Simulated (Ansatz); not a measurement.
# InPt3C (Pm-3m): a soft mode frozen in, part 2 of 3

Aim: this structure of InPt3C (Pm-3m) is to be tested for unstable modes, and one is followed downhill.

Ansatz 0.2.0; DFT PBEsol, scalar-relativistic, plane waves, PAW; PAW set soft_1.

So far, highest frequency on the path or at a solved wavevector (cm⁻¹): step 2 (response at finite wavevector) 628. Also lowest frequency on the path (cm⁻¹): step 2 -99.8.

### 4. The mode frozen in, largest atomic shift 0.32 Å

The atoms are moved along the unstable eigenvector, the largest shift by 0.32 Å, with the cell fixed.

File input.yaml:

```yaml
crystal:
  lattice:
    - [-4.1977651068, 0.0, 0.0]
    - [0.0, -4.1977651068, -4.1977651068]
    - [0.0, -4.1977651068, 4.1977651068]
  atoms:
    - { symbol: In, position: [0.0, 0.5, 0.5] }
    - { symbol: In, position: [0.0, 1.0, 1.0] }
    - { symbol: Pt, position: [0.4237689599, 0.75, 0.25] }
    - { symbol: Pt, position: [0.5762310401, 0.25, 0.75] }
    - { symbol: Pt, position: [0.5762310401, 0.75, 0.75] }
    - { symbol: Pt, position: [0.4237689599, 0.25, 0.25] }
    - { symbol: Pt, position: [1.0, 0.0, 0.5] }
    - { symbol: Pt, position: [1.0, 0.5, 0.0] }
    - { symbol: C, position: [0.5, 0.0, 0.5] }
    - { symbol: C, position: [0.5, 0.5, 0.0] }
kpoints:
  mp_grid: { grid: [8, 6, 6] }
hamiltonian:
  xc: pbesol
  pseudopotentials: { kind: paw, azcp: { folder: soft_1 }, xc_functional: pbe }
scf:
  occupations: { method: methfessel_paxton, width: 0.2 }
output:
  forces: true
  stress: true
  eigenvalues: true
  write_density: true
  write_potential: true
  elf: true
  volumetric_format: npy
```

Launch:

```bash
> ansatz run input.yaml --threads 4 --pin off --max-ram 10240MiB --backend cpu --events-out ev --progress --plain --runs-dir out
```

Numbers of over 12 decimals in the logs are rounded to 6 here.

The program printed:

```text
[...]
Crystal: 10 atoms, lattice volume = 147.940 Å³
Basis set: ecut = 420 eV, 2871 PW (Γ), exchange–correlation on 60×80×80 points (8 copies of the dense FFT grid, shifted against one another)
Bands: 86, of which v1, the nominal top of the filled ones, is band 71 counted from 1 (70 counted from 0)
Symmetry: 8 space group operations
[...]
k-points: 80 of 288
[...]
k-point 0: bands = [... 67 lower, 18.0861, 18.3548, 18.4038, 18.5691, 18.8616, 19.2039, 21.5059, 21.5433, ... 11 higher]
  k-point 1: bands = [... 67 lower, 18.0614, 18.4666, 18.5277, 18.7627, 18.8729, 19.1342, 20.9284, 21.6577, ... 11 higher]
  k-point 2: bands = [... 67 lower, 18.1840, 18.3479, 18.7988, 18.8979, 18.9583, 19.4596, 20.3841, 21.8265, ... 11 higher]
  k-point 79: bands = [... 67 lower, 17.9286, 18.3949, 18.3949, 18.7457, 18.7457, 21.2926, 21.2926, 21.3607, ... 11 higher]
[key lines of the parts left out:]
SCF converged after 8 iterations
Free energy (F): -85854.952969 eV
Fermi energy:    19.377892 eV
P = ⅓ Tr σ = 2.1666 GPa (21.666 kbar)
```

Wall time 22 s (4 threads of Arm Neoverse V1, shared host); peak memory 1 GiB.

This step gave:

```yaml
pressure: 2.167 GPa
energy_from_the_undistorted_cell: -63.95 meV/atom
```

The energy, extrapolated to zero smearing, is -63.95 meV/atom against the undistorted cell.

The run ends at a pressure of 2.17 GPa, with forces up to 0.14 eV/Å.

### 5. Energy along the mode, all amplitudes (two of the runs are shown above)

An imaginary frequency means negative curvature, so the energy should fall and then rise again as anharmonic terms take over.

This step gave:

- depth at the lowest point sampled: 63.95 meV/atom
- largest atomic shift at that point: 0.32 Å

The energy from the parent by largest atomic shift:

```csv
largest atomic shift (Å),energy from the parent (meV/atom)
0.000,0
0.040,-2.22
0.080,-8.54
0.140,-23.5
0.220,-46.5
0.320,-64.0
0.450,-39.4
0.600,90.5
```

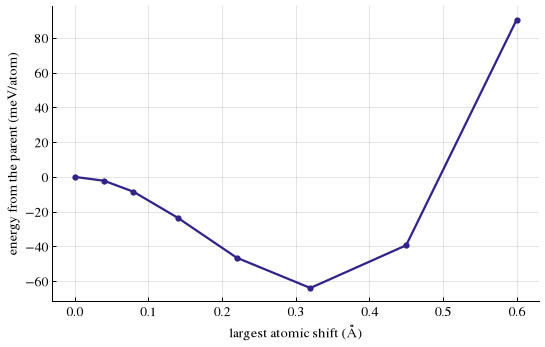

Energy from the parent against largest atomic shift.

Displacement at unit largest shift by atom:

```csv
atom,x (Å),y (Å),z (Å),size
In1,0.00,0.00,0.00,0.00
In2,0.00,0.00,0.00,0.00
Pt3,1.00,0.00,0.00,1.00
Pt4,-1.00,0.00,0.00,1.00
Pt5,-1.00,0.00,0.00,1.00
Pt6,1.00,0.00,0.00,1.00
Pt7,0.00,0.00,0.00,0.00
Pt8,0.00,0.00,0.00,0.00
C9,0.00,0.00,0.00,0.00
C10,0.00,0.00,0.00,0.00
```

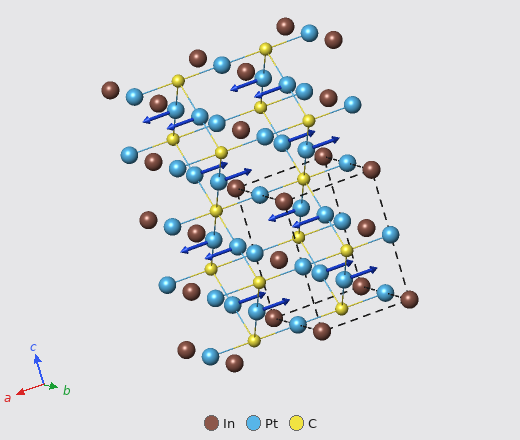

Displacement at unit largest shift as arrows, the longest 1 Å. 2×1×2 cells are drawn. Some periodic images of atoms are drawn too.

The lowest of the steps tried is at 0.32 Å, 64.0 meV/atom below the parent; the bottom of the well need not coincide with a step.

### 6. Relaxing from the distorted cell

Starting from the lowest point found, all atoms and the cell are let go, so that strain and other modes of the same symmetry can join in.

input.yaml: that of step 4 with these lines changed.

```diff
@@ -27,5 +27,6 @@
   eigenvalues: true
-  write_density: true
-  write_potential: true
-  elf: true
-  volumetric_format: npy
+relax:
+  adjacent_minimum: "off"
+  f_tol: 0.002
+  max_steps: 120
+  cell: { stress_tol: 0.03 }
```

The program printed:

```text
[...]
Crystal: 10 atoms, lattice volume = 147.940 Å³
Basis set: ecut = 420 eV, 2871 PW (Γ), exchange–correlation on 60×80×80 points (8 copies of the dense FFT grid, shifted against one another)
Bands: 86, of which v1, the nominal top of the filled ones, is band 71 counted from 1 (70 counted from 0)
Symmetry: 8 space group operations
[...]
k-points: 80 of 288
[...]
SCF iter   1: F=—  HF=-85860.560068 eV  |F-HF|=—  |Δ(HF+E_count)|=         —  Δρ=1.11e-1  dr2=2.26e1  ethr=3.10e-3  ⟨swp⟩=5.2  Hψ=22713  notcnv=0
[...]
SCF iter   8: F=-85854.952969 eV  HF=-85854.952969 eV  |F-HF|=3.84e-9  |Δ(HF+E_count)|=   3.75e-7  S|Δr|=    0.00e0  Δρ=6.72e-6  dr2=4.55e-8  ethr=7.04e-11  ⟨swp⟩=9.2  Hψ=31155  notcnv=0
SCF 1 converged in 8 iterations: F = -85854.952969 eV  dr2 = 4.55e-8
[...]
relax step   1: F+E_penalty+E_count = -85854.95296854 eV  Δ(F+E_penalty+E_count) = +0.000e0 eV  max|allowed force component| = 1.414e-1 eV/Å  Δτ_max = 0.0000 Å  P = +2.167 GPa  Ω = 147.940 Å³  (8 SCF iters, dr2 threshold 1.00e-7 eV, accepted)
Crystal: 10 atoms, lattice volume = 150.437 Å³
Basis set: ecut = 420 eV, 2921 PW (Γ), exchange–correlation on 60×80×80 points (8 copies of the dense FFT grid, shifted against one another)
[...]
iter 1 solved again at ethr=2.71e-5 eV; its pass at ethr=3.10e-3 eV (dr2=3.85e-2 eV) is discarded
[...]
SCF iter   6: F=-85855.033041 eV  HF=-85855.033041 eV  |F-HF|=3.91e-8  |Δ(HF+E_count)|=   3.29e-7  S|Δr|=    0.00e0  Δρ=5.55e-6  dr2=7.84e-8  ethr=7.04e-10  ⟨swp⟩=5.2  Hψ=23992  notcnv=0
SCF 2 converged in 6 iterations: F = -85855.033041 eV  dr2 = 7.84e-8
relax step   2: F+E_penalty+E_count = -85855.03304113 eV  Δ(F+E_penalty+E_count) = -8.007e-2 eV  max|allowed force component| = 3.168e-2 eV/Å  Δτ_max = 0.0320 Å  P = -1.066 GPa  Ω = 150.437 Å³  energy of the carried Pulay correction = -1.640e-3 eV  (6 SCF iters, dr2 threshold 1.00e-6 eV, accepted)
Crystal: 10 atoms, lattice volume = 149.759 Å³
Basis set: ecut = 420 eV, 2937 PW (Γ), exchange–correlation on 60×80×80 points (8 copies of the dense FFT grid, shifted against one another)
[...]
SCF iter   6: F=-85855.072367 eV  HF=-85855.072367 eV  |F-HF|=3.28e-7  |Δ(HF+E_count)|=   3.15e-6  S|Δr|=    0.00e0  Δρ=1.93e-5  dr2=7.80e-7  ethr=7.04e-10  ⟨swp⟩=6.2  Hψ=28223  notcnv=0
SCF 3 converged in 6 iterations: F = -85855.072367 eV  dr2 = 7.80e-7
[...]
relax step   3: F+E_penalty+E_count = -85855.07236707 eV  Δ(F+E_penalty+E_count) = -3.933e-2 eV  max|allowed force component| = 3.755e-1 eV/Å  Δτ_max = 0.0536 Å  P = +1.264 GPa  Ω = 149.759 Å³  energy of the carried Pulay correction = -1.197e-3 eV  (6 SCF iters, dr2 threshold 1.00e-6 eV, accepted)
[...]
relax step   4: F+E_penalty+E_count = -85855.10065566 eV  Δ(F+E_penalty+E_count) = -2.829e-2 eV  max|allowed force component| = 3.523e-2 eV/Å  Δτ_max = 0.0404 Å  P = -0.758 GPa  Ω = 150.456 Å³  energy of the carried Pulay correction = -1.652e-3 eV  (6 SCF iters, dr2 threshold 1.00e-6 eV, accepted)
[...]
relax step   5: F+E_penalty+E_count = -85855.10224157 eV  Δ(F+E_penalty+E_count) = -1.586e-3 eV  max|allowed force component| = 1.457e-3 eV/Å  Δτ_max = 0.0019 Å  P = -0.099 GPa  Ω = 150.027 Å³  energy of the carried Pulay correction = -1.372e-3 eV  (4 SCF iters, dr2 threshold 1.00e-6 eV, accepted)
[...]
relax step   6: F+E_penalty+E_count = -85855.10234159 eV  Δ(F+E_penalty+E_count) = -1.000e-4 eV  max|allowed force component| = 7.257e-4 eV/Å  Δτ_max = 0.0001 Å  P = +0.018 GPa  Ω = 149.952 Å³  energy of the carried Pulay correction = -1.323e-3 eV  (4 SCF iters, dr2 threshold 5.86e-8 eV, accepted)
[...]
relax step   7: F+E_penalty+E_count = -85855.10237768 eV  Δ(F+E_penalty+E_count) = -3.609e-5 eV  max|allowed force component| = 5.493e-4 eV/Å  Δτ_max = 0.0002 Å  P = +0.002 GPa  Ω = 149.954 Å³  energy of the carried Pulay correction = -1.325e-3 eV  (5 SCF iters, dr2 threshold 1.11e-8 eV, accepted)
[...]
relax step   8: F+E_penalty+E_count = -85855.10541777 eV  Δ(F+E_penalty+E_count) = -3.040e-3 eV  max|allowed force component| = 7.494e-4 eV/Å  Δτ_max = 0.0000 Å  P = +0.012 GPa  Ω = 149.954 Å³  stress off target by 4.76e-2 GPa  SCF on the basis re-selected at this cell (its energy is not comparable with the rows above)  (6 SCF iters)
[...]
relax step   9: F+E_penalty+E_count = -85855.10542712 eV  Δ(F+E_penalty+E_count) = -9.347e-6 eV  max|allowed force component| = 2.035e-4 eV/Å  Δτ_max = 0.0003 Å  P = +0.001 GPa  Ω = 149.968 Å³  energy of the carried Pulay correction = -1.017e-5 eV  (4 SCF iters, dr2 threshold 5.66e-9 eV, accepted)
[...]
SCF iter   5: F=-85855.105434 eV  HF=-85855.105434 eV  |F-HF|=1.46e-11  |Δ(HF+E_count)|=  8.73e-11  S|Δr|=    0.00e0  Δρ=1.27e-7  dr2=1.41e-11  ethr=1.00e-12  ⟨swp⟩=3.0  Hψ=23210  notcnv=0
SCF 10 converged in 5 iterations: F = -85855.105434 eV  dr2 = 1.41e-11
relax step  10: F+E_penalty+E_count = -85855.10543435 eV  Δ(F+E_penalty+E_count) = -7.230e-6 eV  max|allowed force component| = 2.034e-4 eV/Å  Δτ_max = 0.0000 Å  P = +0.001 GPa  Ω = 149.968 Å³  stress off target by 3.41e-3 GPa  SCF on the basis re-selected at this cell (its energy is not comparable with the rows above)  (5 SCF iters)
[...]
SCF converged after 5 iterations
[...]
Free energy (F): -85855.105434 eV
[...]
Internal energy: -85855.105467 eV  (E = F + TS)
E sigma→0 (E₀):  -85855.105443 eV
Entropy (-TS):   0.000033 eV (0.003 meV/atom)
Fermi energy:    18.929739 eV
Step filling:    the computed levels leave a gap of 0.0113 eV = 0.1 smearing widths at the electron count; against every level under it full and every level over it empty, smearing changes F+E_penalty+E_count by -1.530 meV and its σ→0 estimate by -1.539 meV
[...]
--- Forces (eV/Å), atoms counted from 1 ---
  atom   1  In     0.00000000     0.00000000    -0.00000000
  atom   2  In     0.00000000     0.00000000     0.00000000
  atom   3  Pt    -0.00020344     0.00000000     0.00000000
  atom   4  Pt     0.00020344    -0.00000000    -0.00000000
  atom   5  Pt     0.00020344    -0.00000000     0.00000000
  atom   6  Pt    -0.00020344     0.00000000    -0.00000000
  atom   7  Pt     0.00000000     0.00000000     0.00000000
  atom   8  Pt     0.00000000    -0.00000000     0.00000000
  atom   9  C      0.00000000     0.00000000    -0.00000000
  atom  10  C      0.00000000     0.00000000     0.00000000
  max |Σ_I F_I| component: 3.47e-18 eV/Å
--- Stress (GPa, compression-positive) ---
        0.000392       0.000000       0.000000
        0.000000       0.001329       0.002078
        0.000000       0.002078       0.001329
  P = ⅓ Tr σ = 0.0010 GPa (0.010 kbar)
--- Band table (eV; the first three rows and the last of 80) ---
  k-point 0: bands = [... 67 lower, 17.7690, 17.7762, 17.8034, 18.2253, 18.5835, 18.6508, 20.7247, 21.0791, ... 11 higher]
  k-point 1: bands = [... 67 lower, 17.6225, 17.7996, 17.9346, 18.1342, 18.5491, 19.0510, 20.4344, 21.2703, ... 11 higher]
  k-point 2: bands = [... 67 lower, 17.7178, 17.8374, 17.9332, 18.0739, 18.3317, 19.7669, 20.0480, 21.3999, ... 11 higher]
  k-point 79: bands = [... 67 lower, 17.6653, 17.8912, 17.8912, 18.2300, 18.2300, 20.9452, 20.9452, 20.9711, ... 11 higher]
--- Relaxed structure (8 steps of the walk, 8 accepted, 2 SCFs on fresh bases) ---
  F+E_penalty+E_count = -85855.10543435 eV   max|allowed force component| = 2.034e-4 eV/Å   (the final SCF, on the basis selected at the relaxed cell)
  cell:  # Å, volume = 149.9683 Å³
    - [-4.306315, 0, 0]
    - [0, -4.394069, -4.394069]
    - [0, -3.962752, 3.962752]
  atoms:
    - { symbol: In, position: [1.6529971847797883e-19, 0.500000, 0.500000] }
    - { symbol: In, position: [1.652997184779788e-19, 1.000000, 1.000000] }
    - { symbol: Pt, position: [0.412509, 0.75, 0.25] }
    - { symbol: Pt, position: [0.587491, 0.25, 0.75] }
    - { symbol: Pt, position: [0.587491, 0.75, 0.750000] }
    - { symbol: Pt, position: [0.412509, 0.250000, 0.250000] }
    - { symbol: Pt, position: [1.0, 0.0, 0.5] }
    - { symbol: Pt, position: [1.0, 0.500000, 0.0] }
    - { symbol: C, position: [0.5, 0.0, 0.5] }
    - { symbol: C, position: [0.5, 0.500000, 0.0] }
```

Wall time 2.6 min (4 threads); peak memory 1.1 GiB; 10 min of CPU time.

The steps of the relaxation:

```csv
step,energy less that of the first step (eV),largest force component (eV/Å),pressure (GPa),volume (Å³)
1,0.0000,0.1414,2.17,147.94
2,-0.0801,0.0317,-1.07,150.44
3,-0.1194,0.3755,1.26,149.76
4,-0.1477,0.0352,-0.76,150.46
5,-0.1493,0.0015,-0.10,150.03
6,-0.1494,0.0007,0.02,149.95
7,-0.1494,0.0005,0.00,149.95
8*,-0.1524,0.0007,0.01,149.95
9,-0.1525,0.0002,0.00,149.97
10*,-0.1525,0.0002,0.00,149.97
```

Relaxation steps marked * repeat the geometry before them on a plane-wave basis chosen anew for their cell, so energy and pressure can jump there.

The run keeps the 8 symmetry operations that it works with, so distortions that break them were not tested.

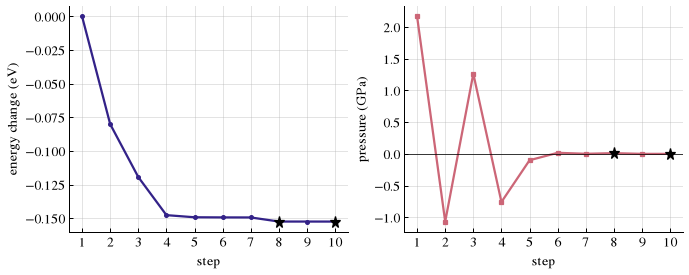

Energy and pressure along the relaxation. Stars mark steps on a basis chosen anew.

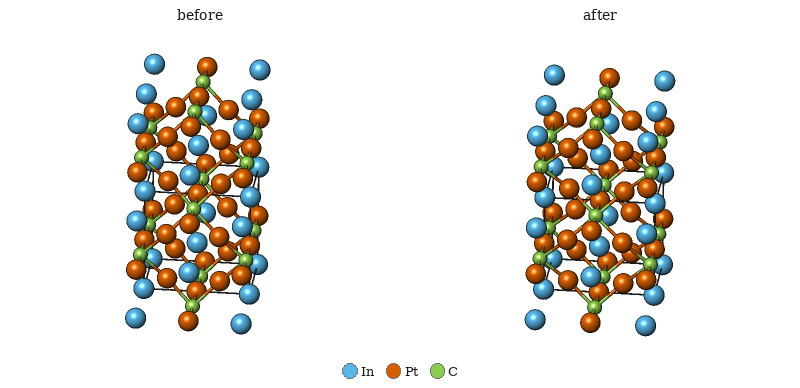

Before and after, at one scale.

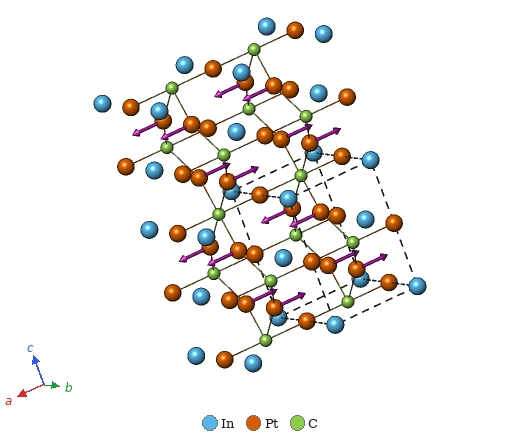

Displacements in the relaxation, exaggerated, measured against the changing cell; the longest in the cell stands for 0.05 Å. 2×1×2 cells are drawn. Some periodic images of atoms are drawn too.

```csv
cell as run,before,after,change
a (Å),4.198,4.306,+2.6 %
b (Å),5.937,6.214,+4.7 %
c (Å),5.937,5.604,-5.6 %
volume (Å³/atom),14.79,15.00,+1.4 %
```

The atoms that moved most (Å, as changes of fractional coordinates times the final cell):

```csv
atom,dx,dy,dz,length
Pt3,0.048,0.000,0.000,0.048
Pt6,0.048,0.000,0.000,0.048
Pt4,-0.048,0.000,0.000,0.048
Pt5,-0.048,0.000,0.000,0.048
```

Numbers from this step:

| Property | Result |
| --- | --- |
| pressure | 0.001016 GPa |
| volume per atom | 15.00 Å³ |

The distorted start has space group Pmna; the relaxation ends in Pmna.

### 7. The new phase in its own primitive cell

The relaxed structure is symmetrised, reduced to its primitive cell and relaxed tightly, as its phonons need.

input.yaml, the sections that differ from step 6:

```yaml
crystal:
  lattice:
    - [6.2141519712, 0.0, 0.0]
    - [0.0, 4.3063147306, 0.0]
    - [0.0, 0.0, 5.6041772178]
  atoms:
    - { symbol: In, position: [0.5, 0.0, 0.5] }
    - { symbol: In, position: [0.0, 0.0, 0.0] }
    - { symbol: Pt, position: [0.25, 0.587490501, 0.75] }
    - { symbol: Pt, position: [0.75, 0.412509499, 0.25] }
    - { symbol: Pt, position: [0.25, 0.412509499, 0.25] }
    - { symbol: Pt, position: [0.75, 0.587490501, 0.75] }
    - { symbol: Pt, position: [0.0, 0.0, 0.5] }
    - { symbol: Pt, position: [0.5, 0.0, 0.0] }
    - { symbol: C, position: [0.0, 0.5, 0.5] }
    - { symbol: C, position: [0.5, 0.5, 0.0] }
kpoints:
  mp_grid: { grid: [6, 8, 6] }
relax:
  adjacent_minimum: "off"
  f_tol: 0.001
  max_steps: 60
  cell: { stress_tol: 0.01 }
# hamiltonian, scf, output: as in step 6
```

The program printed:

```text
[...]
Crystal: 10 atoms, lattice volume = 149.968 Å³
Basis set: ecut = 420 eV, 2929 PW (Γ), exchange–correlation on 90×60×80 points (8 copies of the dense FFT grid, shifted against one another)
Bands: 86, of which v1, the nominal top of the filled ones, is band 71 counted from 1 (70 counted from 0)
Symmetry: 8 space group operations
[...]
k-points: 80 of 288
[...]
- { symbol: In, position: [0.5, 0.0, 0.5] }
    - { symbol: In, position: [0.0, 0.0, 0.0] }
    - { symbol: Pt, position: [0.25, 0.587490501, 0.75] }
    - { symbol: Pt, position: [0.75, 0.412509, 0.25] }
    - { symbol: Pt, position: [0.25, 0.412509, 0.25] }
    - { symbol: Pt, position: [0.75, 0.587490501, 0.75] }
    - { symbol: Pt, position: [0.0, 0.0, 0.5] }
    - { symbol: Pt, position: [0.5, 0.0, 0.0] }
    - { symbol: C, position: [0.0, 0.5, 0.5] }
    - { symbol: C, position: [0.5, 0.5, 0.0] }
[key lines of the parts left out:]
SCF converged after 6 iterations
Free energy (F): -85855.105434 eV
Fermi energy:    18.929739 eV
P = ⅓ Tr σ = 0.0010 GPa (0.010 kbar)
```

Wall time 41 s (4 threads); peak memory 1.1 GiB; 2.7 min of CPU time.

Little changed from the start: no atom moved by 0.005 Å and no cell edge by 0.1 %.

This step gave:

| Item | Value |
| --- | --- |
| pressure | 0.001017 GPa |

The largest force component left is 0.20 meV/Å and the pressure is 0.001 GPa, within the tolerances set. The cell now holds 15.00 Å³/atom.

(Continued in part 3 of 3.)

[Logs are printed without paths, hosts, clocks, repeated set-up lines and the standing remarks that a program may print on its own settings, such as how far it seeks lower states.]

[Hosts, paths, dates, database ids (printed as entryN), source tags and the programs' standing remarks are cut or masked in the printed files.]
